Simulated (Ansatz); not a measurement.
The parent structure is HfO2 (space group P4_2/nmc, No. 137; a = 3.605 Å, c = 5.265 Å). Axes: x, y, z lie along a, b, c of the conventional cell.

Now apply this change: compressive biaxial strain of 2.42 % in the plane normal to [001], as in epitaxy on a mismatched substrate; the out-of-plane cell vector and the atoms relax.

All numbers come from Ansatz (a quantum-chemistry and plane-wave program) PBE, scalar-relativistic without spin-orbit coupling, earlier PAW set.

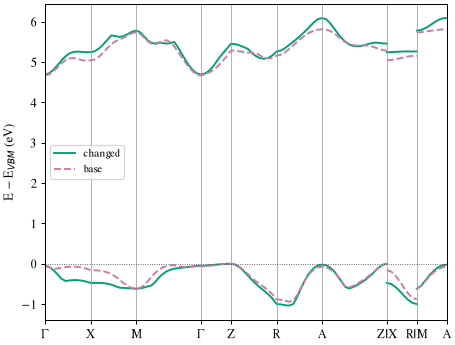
Fig. 1. Highest valence and lowest conduction band along the path, each from its own valence-band maximum

The gap is 4.69 eV, indirect, Z → Γ; the base has 4.67 eV.

Spin-orbit coupling, missing from the scalar runs, can matter with Hf. No phonon test of stability was made. This is not the structure that HfO2 has at room temperature and ambient pressure.
